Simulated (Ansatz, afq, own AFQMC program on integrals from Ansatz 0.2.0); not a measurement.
# SiGeH (quartet): quantum Monte Carlo beside coupled cluster at angle Si1–Ge2–H3 = 180.0°, cc-pVDZ, part 2 of 2

Ansatz 0.2.0, Gaussian basis, and an in-house AFQMC program (afq) on its integrals; all values are calculated; cc-pVDZ, frozen cores. The steps go on from the part before.

## 10. Phaseless AFQMC, CISD trial on UHF

It reads the integrals that the CCSD(T) run on this determinant wrote.

Started as:

```
afq ham --method phaseless --trial cisd --walkers 60 --populations 1 --least-time 40 --time-step 0.005 --steps-per-block 50 --equilibration-blocks 28 --max-blocks 300 --target-error 0.00036 --factor-cut 1e-05 --start spin_pure --seed 9382 --release-times 0.24,0.51,0.99,1.62,2.4 --release-step 0.03 --release-every 4 --taylor-order 6
```

The program printed:

```text
orbitals 31  electrons 6 3  factors 233 of 556
reference energy -2364.72555798 Eh
CCSD correlation -0.15781965 Eh in 12 cycles, weight of the determinant in the CISD state 0.8606
energy of the start -2364.881430 Eh
 block  time / (1/Eh)  mean weight  energy / Eh
     1     0.250  1.0003  -2364.880395
     2     0.500  1.0006  -2364.881068
     3     0.750  1.0003  -2364.882446
     4     1.000  1.0010  -2364.883793
     5     1.250  0.9994  -2364.885046
     6     1.500  0.9995  -2364.885581
     7     1.750  0.9990  -2364.887025
     8     2.000  1.0010  -2364.888578
     9     2.250  1.0020  -2364.888153
    10     2.500  1.0005  -2364.887085
    13     3.250  1.0002  -2364.889333
    19     4.750  1.0008  -2364.889166
    25     6.250  0.9990  -2364.893339
    31     7.750  1.0014  -2364.893312
    37     9.250  0.9993  -2364.896150
    43    10.750  0.9992  -2364.893647
    49    12.250  1.0009  -2364.889210
    55    13.750  1.0004  -2364.894710
    61    15.250  1.0001  -2364.892335
    67    16.750  0.9998  -2364.893376
    73    18.250  0.9996  -2364.892878
    79    19.750  1.0019  -2364.889715
    85    21.250  0.9999  -2364.895191
    91    22.750  0.9988  -2364.893238
    97    24.250  1.0008  -2364.888486
   103    25.750  0.9987  -2364.890467
   109    27.250  1.0006  -2364.891462
   115    28.750  1.0004  -2364.891583
   121    30.250  1.0012  -2364.898002
   127    31.750  1.0020  -2364.888317
   133    33.250  0.9983  -2364.886771
   139    34.750  1.0005  -2364.887710
   145    36.250  1.0016  -2364.886820
   151    37.750  1.0009  -2364.896764
   157    39.250  1.0001  -2364.897349
   163    40.750  0.9978  -2364.896205
   169    42.250  1.0013  -2364.886857
   175    43.750  0.9998  -2364.888382
   181    45.250  0.9996  -2364.893604
   187    46.750  0.9988  -2364.892177
   193    48.250  1.0005  -2364.891208
   199    49.750  1.0004  -2364.895291
   205    51.250  1.0005  -2364.888647
   211    52.750  0.9993  -2364.890614
   217    54.250  1.0007  -2364.886648
   223    55.750  1.0010  -2364.895225
   229    57.250  1.0003  -2364.888639
   235    58.750  1.0014  -2364.890942
   241    60.250  1.0000  -2364.889574
   247    61.750  0.9994  -2364.888863
   253    63.250  0.9980  -2364.895963
blocks merged  error / Eh  count
     1  0.000207  230
     2  0.000265  115
     4  0.000327  57
     8  0.000335  28
    16  0.000343  14
released: time / (1/Eh)  energy / Eh  error  mean overlap
  0.24  -2364.891436  0.000360  0.9950
  0.51  -2364.891567  0.000336  0.9850
  0.99  -2364.891752  0.000338  0.9871
  1.62  -2364.891879  0.000336  0.9713
  2.40  -2364.891969  0.000366  0.9556
energy -2364.891334 +/- 0.000335 Eh
```

Wall time 2.8 min (1 thread of Arm Neoverse V2, shared host).

Energy -64351.9715 ± 0.0091 eV. Caveats: constraint bias not in the error.

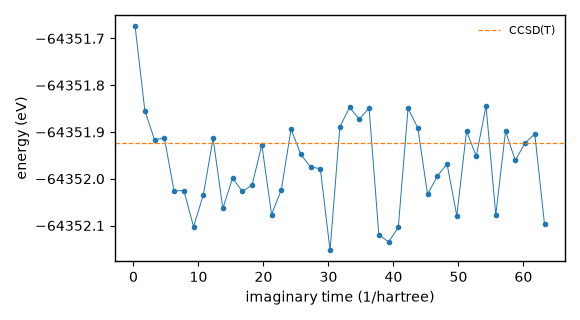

Block energies along the walk.

## 11. Phaseless AFQMC, single-determinant trial on UHF

It reads the integrals that the CCSD(T) run on this determinant wrote.

Started as:

```
afq ham --method phaseless --trial hf --walkers 120 --populations 1 --least-time 40 --time-step 0.005 --steps-per-block 20 --equilibration-blocks 112 --max-blocks 600 --target-error 0.00108 --factor-cut 1e-05 --start spin_pure --seed 945 --taylor-order 6
```

The program printed:

```text
orbitals 31  electrons 6 3  factors 233 of 556
reference energy -2364.72555798 Eh
CCSD correlation -0.15781965 Eh in 12 cycles, weight of the determinant in the CISD state 0.8606
energy of the start -2364.726812 Eh
 block  time / (1/Eh)  mean weight  energy / Eh
     1     0.100  1.0010  -2364.747215
     2     0.200  1.0001  -2364.764129
     3     0.300  0.9998  -2364.780415
     4     0.400  1.0000  -2364.795299
     5     0.500  1.0006  -2364.802840
     6     0.600  0.9989  -2364.814007
     7     0.700  1.0006  -2364.820226
     8     0.800  1.0000  -2364.826944
     9     0.900  0.9997  -2364.835883
    10     1.000  1.0010  -2364.838155
    18     1.800  1.0002  -2364.879071
    35     3.500  0.9992  -2364.894385
    52     5.200  0.9999  -2364.886630
    69     6.900  1.0000  -2364.890863
    86     8.600  0.9990  -2364.885453
   103    10.300  1.0001  -2364.865107
   120    12.000  1.0009  -2364.876779
   137    13.700  0.9981  -2364.892561
   154    15.400  0.9992  -2364.895360
   171    17.100  1.0003  -2364.893862
   188    18.800  1.0001  -2364.891236
   205    20.500  1.0008  -2364.880850
   222    22.200  1.0008  -2364.878326
   239    23.900  1.0000  -2364.874947
   256    25.600  1.0000  -2364.869662
   273    27.300  0.9991  -2364.877364
   290    29.000  1.0002  -2364.880598
   307    30.700  1.0002  -2364.899524
   324    32.400  0.9996  -2364.898209
   341    34.100  1.0002  -2364.891562
   358    35.800  0.9987  -2364.902194
   375    37.500  1.0003  -2364.879176
   392    39.200  0.9985  -2364.880606
   409    40.900  1.0002  -2364.883749
   426    42.600  1.0009  -2364.898910
   443    44.300  1.0012  -2364.878282
   460    46.000  0.9991  -2364.895504
   477    47.700  1.0014  -2364.878433
   494    49.400  0.9996  -2364.878842
   511    51.100  1.0001  -2364.881174
   528    52.800  1.0001  -2364.871711
   545    54.500  0.9988  -2364.882824
   562    56.200  1.0007  -2364.881913
   579    57.900  1.0001  -2364.880165
   596    59.600  1.0004  -2364.881889
   613    61.300  1.0005  -2364.868947
   630    63.000  0.9998  -2364.876098
   647    64.700  1.0000  -2364.872820
   664    66.400  1.0024  -2364.877356
   681    68.100  1.0002  -2364.893459
   698    69.800  0.9995  -2364.884313
blocks merged  error / Eh  count
     1  0.000427  600
     2  0.000578  300
     4  0.000767  150
     8  0.000997  75
    16  0.001089  37
    32  0.001318  18
    64  0.001582  9
energy -2364.883151 +/- 0.001318 Eh
```

Wall time 2.5 min (1 thread of Arm Neoverse V2, shared host).

Energy -64351.7489 ± 0.0359 eV. Caveats: constraint bias not in the error. The error still grows with block length (0.0296 to 0.0431 eV), so the bar may be too small.

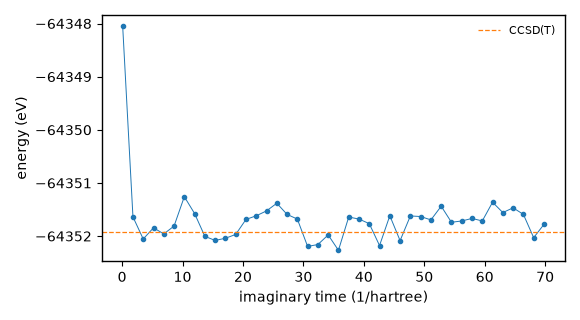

Block energies along the walk.

## 12. Free-projection AFQMC, CISD trial on UHF

It reads the integrals that the CCSD(T) run on this determinant wrote.

Started as:

```
afq ham --method free --trial cisd --walkers 60 --time-step 0.03 --max-blocks 80 --target-error 0.00036 --factor-cut 1e-05 --seed 5260 --times 0,0.3,0.6,1.2,1.8,2.4,3.6,4.8,6 --taylor-order 8
```

The program printed:

```text
orbitals 31  electrons 6 3  factors 233 of 556
reference energy -2364.72555798 Eh
CCSD correlation -0.15781965 Eh in 12 cycles, weight of the determinant in the CISD state 0.8606
repeat  energy at the last time / Eh  error
    10  -2364.891511  0.001388
    20  -2364.891526  0.000781
    30  -2364.891672  0.000614
    40  -2364.892223  0.000671
    50  -2364.891974  0.000565
    60  -2364.892230  0.000530
    70  -2364.892311  0.000509
    80  -2364.892006  0.000478
time / (1/Eh)  energy / Eh  error  mean overlap
  0.00  -2364.883397  0.000085  1.1621
  0.30  -2364.886626  0.000140  1.1566
  0.60  -2364.888238  0.000140  1.1590
  1.20  -2364.889979  0.000166  1.1682
  1.80  -2364.890700  0.000223  1.1684
  2.40  -2364.890585  0.000237  1.1940
  3.60  -2364.891394  0.000323  1.2108
  4.80  -2364.891257  0.000379  1.2404
  6.00  -2364.892006  0.000478  1.2006
energy -2364.892006 +/- 0.000478 Eh
```

Wall time 2.6 min (1 thread of Arm Neoverse V2, shared host).

Energy -64351.9898 ± 0.0130 eV. Caveats: remainder of the start not in the error.

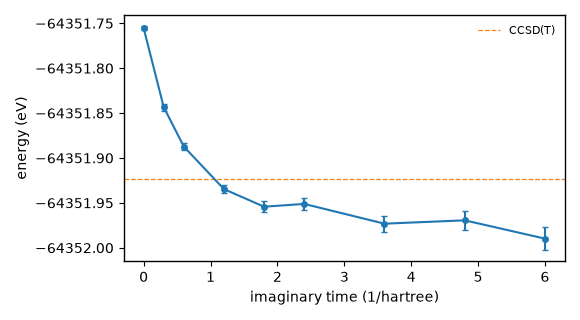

Energy against projection time, with error bars.

## 13. Phaseless AFQMC, CISD trial on UHF (settings varied)

It reads the integrals that the CCSD(T) run on this determinant wrote.

Started as:

```
afq ham --method phaseless --trial cisd --walkers 10 --populations 1 --least-time 40 --time-step 0.005 --steps-per-block 25 --equilibration-blocks 24 --max-blocks 160 --target-error 0.00072 --factor-cut 1e-05 --start spin_pure --seed 3258 --taylor-order 6
```

The program printed:

```text
orbitals 31  electrons 6 3  factors 233 of 556
reference energy -2364.72555798 Eh
CCSD correlation -0.15781965 Eh in 12 cycles, weight of the determinant in the CISD state 0.8606
energy of the start -2364.881430 Eh
 block  time / (1/Eh)  mean weight  energy / Eh
     1     0.125  1.0016  -2364.880541
     2     0.250  0.9983  -2364.880385
     3     0.375  1.0009  -2364.880682
     4     0.500  0.9978  -2364.880641
     5     0.625  0.9982  -2364.882513
     6     0.750  1.0028  -2364.881987
     7     0.875  1.0013  -2364.881486
     8     1.000  0.9988  -2364.882822
     9     1.125  0.9972  -2364.883347
    10     1.250  1.0059  -2364.882764
    13     1.625  1.0005  -2364.883353
    17     2.125  0.9997  -2364.884099
    21     2.625  0.9978  -2364.882813
    25     3.125  1.0014  -2364.883484
    29     3.625  0.9967  -2364.887627
    33     4.125  1.0033  -2364.884899
    37     4.625  0.9990  -2364.887859
    41     5.125  1.0021  -2364.890237
    45     5.625  1.0011  -2364.893481
    49     6.125  0.9995  -2364.895995
    53     6.625  0.9993  -2364.882870
    57     7.125  0.9958  -2364.884631
    61     7.625  1.0007  -2364.888300
    65     8.125  0.9991  -2364.889330
    69     8.625  1.0046  -2364.889661
    73     9.125  0.9998  -2364.888135
    77     9.625  0.9982  -2364.883713
    81    10.125  1.0010  -2364.887086
    85    10.625  1.0012  -2364.891911
    89    11.125  0.9987  -2364.887354
    93    11.625  0.9998  -2364.886887
    97    12.125  0.9946  -2364.884656
   101    12.625  1.0053  -2364.887219
   105    13.125  1.0044  -2364.885708
   109    13.625  1.0017  -2364.884598
   113    14.125  1.0021  -2364.885647
   117    14.625  1.0000  -2364.889924
   121    15.125  1.0005  -2364.890844
   125    15.625  0.9975  -2364.887971
   129    16.125  1.0005  -2364.890191
   133    16.625  1.0043  -2364.899292
   137    17.125  1.0020  -2364.897507
   141    17.625  0.9968  -2364.906211
   145    18.125  1.0021  -2364.919670
   149    18.625  1.0048  -2364.893337
   153    19.125  1.0026  -2364.885881
   157    19.625  1.0009  -2364.890339
   161    20.125  1.0004  -2364.890736
   165    20.625  0.9978  -2364.885487
   169    21.125  1.0031  -2364.897165
   173    21.625  0.9980  -2364.894842
   177    22.125  1.0043  -2364.893899
   181    22.625  1.0015  -2364.898769
blocks merged  error / Eh  count
     1  0.000579  160
     2  0.000794  80
     4  0.001043  40
     8  0.001331  20
    16  0.001780  10
energy -2364.890581 +/- 0.001331 Eh
```

Wall time 10 s (1 thread of Arm Neoverse V2, shared host).

Energy -64351.9510 ± 0.0362 eV. The run doesn't count as converged. Caveats: constraint bias not in the error; error not settled; halves of the run differ; error above the target. The error still grows with block length (0.0284 to 0.0484 eV), so the bar may be too small.

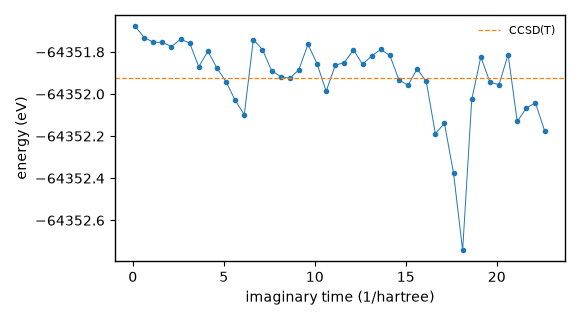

Block energies along the walk.

## 14. Free-projection AFQMC, first-order trial on UHF (settings varied)

It reads the integrals that the CCSD(T) run on this determinant wrote.

Started as:

```
afq ham --method free --trial mp1 --walkers 100 --time-step 0.08 --max-blocks 30 --target-error 0.00072 --factor-cut 1e-06 --seed 4290 --times 0.0,0.4,0.8,1.6,2.4 --taylor-order 8
```

The program printed:

```text
orbitals 31  electrons 6 3  factors 264 of 556
reference energy -2364.72555798 Eh
CCSD correlation -0.15781961 Eh in 12 cycles, weight of the determinant in the CISD state 0.8606
repeat  energy at the last time / Eh  error
    10  -2364.888394  0.000584
    20  -2364.889370  0.000687
    30  -2364.889767  0.000503
time / (1/Eh)  energy / Eh  error  mean overlap
  0.00  -2364.883024  0.000296  1.1031
  0.40  -2364.886170  0.000324  1.1026
  0.80  -2364.888497  0.000452  1.0897
  1.60  -2364.890166  0.000447  1.0812
  2.40  -2364.889767  0.000503  1.0882
energy -2364.889767 +/- 0.000503 Eh
```

Run time: 40 s. Hardware: 1 thread of Arm Neoverse V2, shared host.

Energy -64351.9289 ± 0.0137 eV. Caveats: remainder of the start not in the error.

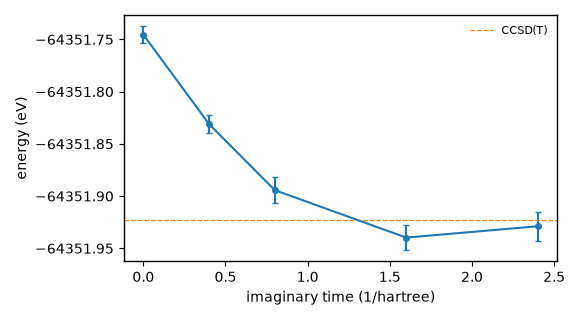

Energy against projection time, with error bars.

## 15. AFQMC on the ladder

On the UHF determinant, counted from CCSDT(Q) (a yardstick, not exact):

| level | energy (eV) | from CCSDT(Q) (meV) | statistical error (meV) | time |
| --- | --- | --- | --- | --- |
| HF | -64347.4605 | +4522.7 |  |  |
| MP2 | -64350.7700 | +1213.2 |  |  |
| CCSD | -64351.7550 | +228.2 |  |  |
| CCSD(T) | -64351.9233 | +59.8 |  |  |
| CCSDT(Q) | -64351.9832 | 0.0 |  |  |
| Phaseless AFQMC, CISD trial, step 0.005, 60 walkers | -64351.9715 | +11.6 | 9.1 | 2.8 min |
| Phaseless AFQMC, single-determinant trial, step 0.005, 120 walkers | -64351.7489 | +234.3 | 35.9 | 2.5 min |
| Free-projection AFQMC, CISD trial, step 0.03, 60 walkers | -64351.9898 | -6.6 | 13.0 | 2.6 min |
| Free-projection AFQMC, first-order trial, step 0.08, 100 walkers | -64351.9289 | +54.3 | 13.7 | 40 s |

The functionals' totals stand on their own zeros and serve differences with other points: PBE -64394.369 eV; r2SCAN -64405.838 eV; PBE0 -64396.483 eV; B3LYP -64408.620 eV; wB97M-V -64403.021 eV; B2PLYP -64391.959 eV.

## 16. Results

What follows sums up all 2 parts.

| quantity | value |
| --- | --- |
| CCSD(T) on UHF from CCSDT(Q) | +59.8 meV |
| Phaseless AFQMC, CISD trial on UHF from CCSDT(Q) | +11.6 ± 9.1 meV |
| Phaseless AFQMC, single-determinant trial on UHF from CCSDT(Q) | +234.3 ± 35.9 meV |
| Free-projection AFQMC, CISD trial on UHF from CCSDT(Q) | -6.6 ± 13.0 meV |

On UHF the phaseless walk with the CISD trial lies +11.6 meV from CCSDT(Q), within three error bars. A single-determinant trial moves the result by +222.7 meV. Free projection has no constraint; at the last time it gives -6.6 ± 13.0 meV, and from a start that isn't spin pure other spins can mix in. Error bars are statistical and leave out the constraint, the time step and what remains of the start.
